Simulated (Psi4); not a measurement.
# CH4Si (SMILES C=[SiH2]): BP86/cc-pVDZ (sweep point 5)

Aim: the vertical singlet–triplet gap of CH4Si at BP86/cc-pVDZ (sweep point 5), from 2 runs. 

The results are computed with Psi4 1.11.

4 further runs of the same task are left out: 4 set aside as unsound or not needed.

### 1 The system as given

The species is CH4Si (6 atoms), meant as a singlet with charge 0. SMILES: `C=[SiH2]`. Geometry: relaxed at GFN2-xTB.

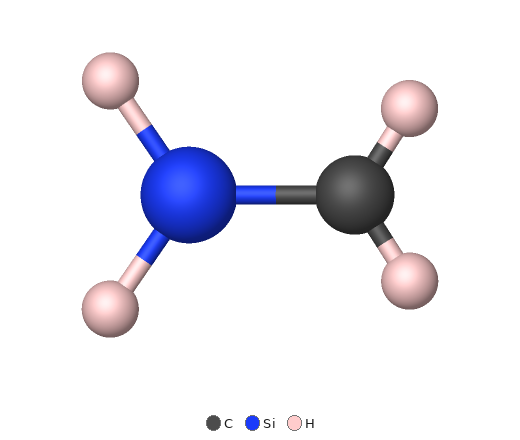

The structure, seen from a chosen angle (carbon dark grey, silicon blue, hydrogen pink).

### 2 A single-point energy at BP86/cc-pVDZ (sweep point 5)

The input, calc.dat:

```
memory 1600 MB

molecule {
  0 1
  C     -1.39592179    -1.03398255    -0.50096640
  Si     1.15513289     0.85370267     0.41245162
  H     -2.66169814    -1.88331995     0.84684297
  H     -1.81965508    -1.43271476    -2.45048345
  H      1.80087120     1.44747352     3.02497909
  H      2.92127092     2.04884106    -1.33282384
  units au
  symmetry c1
}

set puream true
set scf_type pk
set dft_radial_points 75
set dft_spherical_points 302

energy("bp86/cc-pVDZ")
print_variables()
```

Command:

```sh
psi4 calc.dat calc.out -n 1
```

calc.out:

```text
[...]
  Running in c1 symmetry.
[...]
  Nuclear repulsion =   50.789467330722800
[...]
  Multiplicity = 1
[...]
  Nalpha       = 12
  Nbeta        = 12
[...]
    Number of basis functions: 52
[...]
   @RKS iter   1:  -329.50891444530885    3.02170e-02   1.65898e-02 DIIS/ADIIS
[...]
   @RKS iter   9:  -329.95964721448507   -2.85803e-09   1.03601e-07 DIIS
[...]
    Orbital Energies [Eh]
    ---------------------
    Doubly Occupied:
       1A    -65.476006     2A     -9.910944     3A     -5.070779
       4A     -3.483982     5A     -3.481391     6A     -3.479700
       7A     -0.609879     8A     -0.467299     9A     -0.377577
      10A     -0.323546    11A     -0.317375    12A     -0.204888
[...]
  @RKS Final Energy:  -329.95964721448507
   => Energetics <=
    Nuclear Repulsion Energy =             50.7894673307228004
    One-Electron Energy =                -555.2916358832710557
    Two-Electron Energy =                 202.3292683094407778
    DFT Exchange-Correlation Energy =     -27.7867469713775428
    Empirical Dispersion Energy =           0.0000000000000000
    VV10 Nonlocal Energy =                  0.0000000000000000
    Total Energy =                       -329.9596472144850736
[...]
 Multipole Moments:
 ------------------------------------------------------------------------------------
     Multipole            Electronic (a.u.)      Nuclear  (a.u.)        Total (a.u.)
 ------------------------------------------------------------------------------------
 L = 1.  Multiply by 2.5417464519 to convert [e a0] to [Debye]
 Dipole X            :          0.7085182           -0.5841856            0.1243326
 Dipole Y            :          0.5215629           -0.4294313            0.0921317
 Dipole Z            :          0.2503234           -0.2060642            0.0442591
 Magnitude           :                                                    0.1609525
[...]
```

Wall time 3.6 s (1 thread of AMD EPYC 9R45 (Zen 5), shared host); peak memory 0.5 GiB.

### 3 The triplet, same level

The input, calc.in:

```
memory 1600 MB

molecule geom {
  0 3
  C     -1.39592179    -1.03398255    -0.50096640
  Si     1.15513289     0.85370267     0.41245162
  H     -2.66169814    -1.88331995     0.84684297
  H     -1.81965508    -1.43271476    -2.45048345
  H      1.80087120     1.44747352     3.02497909
  H      2.92127092     2.04884106    -1.33282384
  units au
  symmetry c1
}

set {
  basis                cc-pVDZ
  reference            uks
  puream               true
  scf_type             pk
  dft_radial_points    75
  dft_spherical_points 302
  maxiter              150
}

e_tot, wfn = energy("bp86", return_wfn=True)
```

Command:

```sh
psi4 calc.in calc.out -n 1
```

calc.out:

```text
[...]
  Running in c1 symmetry.
[...]
  Nuclear repulsion =   50.789467330722800
[...]
  Multiplicity = 3
[...]
  Nalpha       = 13
  Nbeta        = 11
[...]
    Number of basis functions: 52
[...]
   @UKS iter   1:  -329.67123218593554   -1.32101e-01   1.06968e-02 DIIS/ADIIS
[...]
   @UKS iter   8:  -329.86419481020511   -2.84379e-08   7.52724e-07 DIIS
[...]
   @S^2 Observed:                2.007131164E+00
[...]
    Orbital Energies [Eh]
    ---------------------
    Alpha Occupied:
       1A    -65.468395     2A     -9.935460     3A     -5.065373
       4A     -3.479983     5A     -3.475087     6A     -3.474760
       7A     -0.651831     8A     -0.472686     9A     -0.403930
      10A     -0.342976    11A     -0.308618    12A     -0.261412
      13A     -0.111979
    Alpha Virtual:
      14A     -0.004730    15A      0.037132    16A      0.037954
      17A      0.101233    18A      0.113039    19A      0.202368
      20A      0.246503    21A      0.261548    22A      0.283584
      23A      0.305027    24A      0.358671    25A      0.375824
[...]
  @UKS Final Energy:  -329.86419481020511
   => Energetics <=
    Nuclear Repulsion Energy =             50.7894673307228004
    One-Electron Energy =                -555.0594376215276498
    Two-Electron Energy =                 202.2349435617142888
    DFT Exchange-Correlation Energy =     -27.8291680811145810
    Empirical Dispersion Energy =           0.0000000000000000
    VV10 Nonlocal Energy =                  0.0000000000000000
    Total Energy =                       -329.8641948102051060
[...]
 Multipole Moments:
 ------------------------------------------------------------------------------------
     Multipole            Electronic (a.u.)      Nuclear  (a.u.)        Total (a.u.)
 ------------------------------------------------------------------------------------
 L = 1.  Multiply by 2.5417464519 to convert [e a0] to [Debye]
 Dipole X            :          0.1690224           -0.5841856           -0.4151632
 Dipole Y            :          0.1231741           -0.4294313           -0.3062572
 Dipole Z            :          0.0572947           -0.2060642           -0.1487695
 Magnitude           :                                                    0.5369230
[...]
```

Wall time 4.2 s (1 thread of AMD EPYC 9R45 (Zen 5), shared host); peak memory 0.49 GiB.

### 4 Outcome

At BP86/cc-pVDZ (sweep point 5):

| quantity | value |
| --- | --- |
| singlet: total energy | -329.95965 Eh |
| singlet: dipole moment | 0.41 D |
| singlet: HOMO energy | -5.58 eV |
| singlet: LUMO energy | -2.05 eV |
| singlet: HOMO–LUMO gap | 3.52 eV |
| triplet: total energy | -329.86419 Eh |
| triplet: dipole moment | 1.36 D |
| triplet: HOMO energy (highest over α and β) | -3.05 eV |
| triplet: ⟨S²⟩ | 2.007 |
| vertical energy of the triplet above the singlet | 2.597 eV |

In words: At this shape the triplet lies 2.60 eV (251 kJ/mol) above the singlet.
